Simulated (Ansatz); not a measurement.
# C₂H₈N₂OW (SMILES C[N]=[W]([CH3])([NH2])=[O]): what the fields show

The calculation's input:

```
crystal:
  periodic: [false, false, false]
  atoms:
    - {symbol: C, position_ang: [-1.234941, 1.652385, 0.554685]}
    - {symbol: C, position_ang: [1.740991, -1.387289, 0.780462]}
    - {symbol: "N", position_ang: [-0.799064, 0.302103, 0.554543]}
    - {symbol: "N", position_ang: [-1.293626, -2.667920, 0.268165]}
    - {symbol: O, position_ang: [0.190129, -0.972291, -1.847149]}
    - {symbol: W, position_ang: [-0.142679, -1.153392, -0.173529]}
    - {symbol: H, position_ang: [-2.289383, 1.720872, 0.874705]}
    - {symbol: H, position_ang: [-1.146275, 2.127045, -0.438905]}
    - {symbol: H, position_ang: [-0.640349, 2.246387, 1.270399]}
    - {symbol: H, position_ang: [1.617958, -1.476540, 1.871641]}
    - {symbol: H, position_ang: [2.390695, -0.521154, 0.577252]}
    - {symbol: H, position_ang: [2.246164, -2.292208, 0.402173]}
    - {symbol: H, position_ang: [-2.047505, -2.657048, 0.949212]}
    - {symbol: H, position_ang: [-1.384677, -3.479905, -0.338669]}
basis:
  gaussian:
    orbitals: def2-SVPD
output: {forces: true, orbitals: {seedname: orbitals}}
hamiltonian:
  xc: {name: PBE0}
```

Command:

```sh
ansatz run input.yaml --threads 2 --pin off --max-ram 6090MiB --events-out events.jsonl --progress --plain --runs-dir runs
```

Geometry: PBE0-D4/def2-SVP; core potentials replace the inner electrons of W.

These are results of isolated molecule in a Gaussian basis; Kohn-Sham density functional theory, functional PBE0 (Ansatz 0.2.0), not measurements.

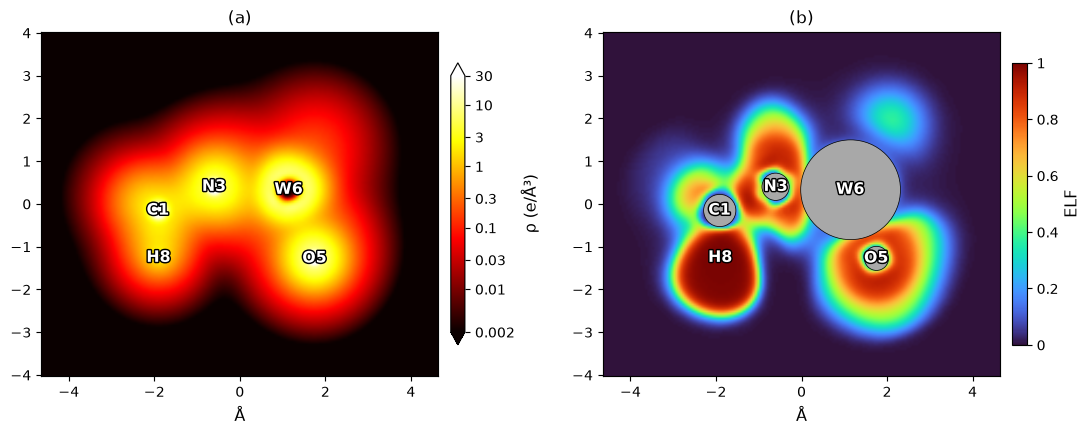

Figure 1. (a) electron density; (b) electron localisation function on the plane of atoms C1, N3 and W6. Grey discs cover the atomic cores in the ELF map.

Question: Describe what can be read from this map.

Answer: The section cuts through C, N, O, W and H sites.
C–N (1.42 Å): ρ is about 2 e/Å³ halfway; the ELF peaks at about 0.95 between the atoms, as expected for a shared electron pair.
W–O (1.72 Å): the density is about 1.8 e/Å³ at the midpoint; the ELF peaks at about 0.80 in the valence shell of O, 0.5 Å from its nucleus, and drops to about 0.35 between the two atoms.
W–N (1.75 Å): ρ at the midpoint is about 1.6 e/Å³; the ELF peaks at about 0.75 in the valence shell of N, 0.5 Å from its nucleus, and drops to about 0.35 between the two atoms.
C–H (1.10 Å): ρ is about 1.9 e/Å³ halfway; the ELF climbs to about 1 towards the hydrogen, as it does in any bond to H; an ordinary covalent bond to hydrogen.

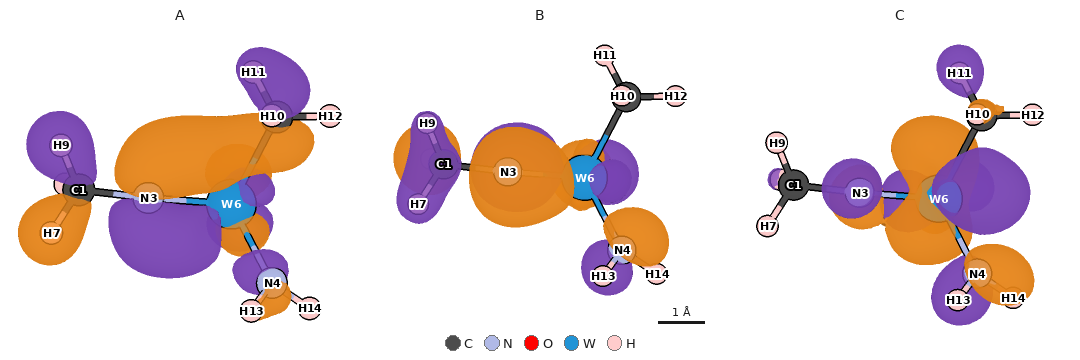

Figure 2. Three frontier orbitals at ±0.1 Å⁻³ᐟ² (orange and purple are the two phases), in no order.

Question: Order the three orbitals by energy and name them.

Answer: A is the HOMO−1 (−7.61 eV). Its weight (Hirshfeld) is mainly on N3 (about 35 %), W6 (about 20 %), C2 (about 10 %), O5 (about 10 %) and C1 (about 10 %). B is the HOMO (−7.25 eV). It lies mainly on N3 (about 45 %), W6 (about 15 %), O5 (about 15 %), N4 (about 10 %) and C1 (about 10 %). C is the LUMO (−1.07 eV). Its weight (Hirshfeld) is mainly on W6 (about 55 %), N4 (about 15 %), N3 (about 10 %) and O5 (about 10 %).

Question: What is the HOMO–LUMO gap?

Answer: 6.18 eV between the orbital energies.

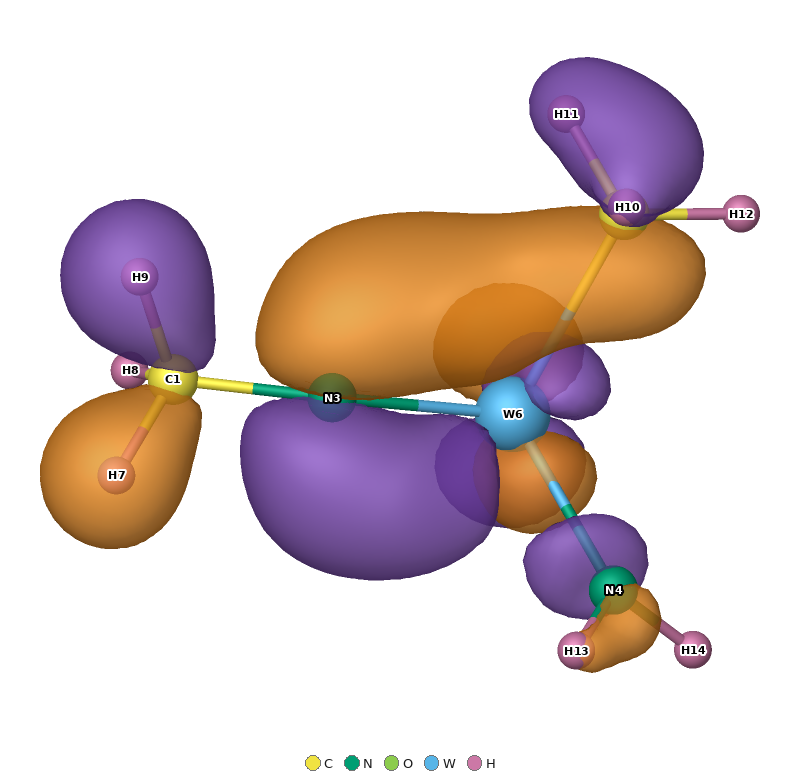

Figure 3. The HOMO−1 at ±0.1 Å⁻³ᐟ² (orange and purple are the two phases), seen across its widest extent.

Question: Describe this orbital and give its energy.

Answer: It lies mainly on N3 (about 35 %), W6 (about 20 %), C2 (about 10 %), O5 (about 10 %) and C1 (about 10 %). Its energy is −7.61 eV.
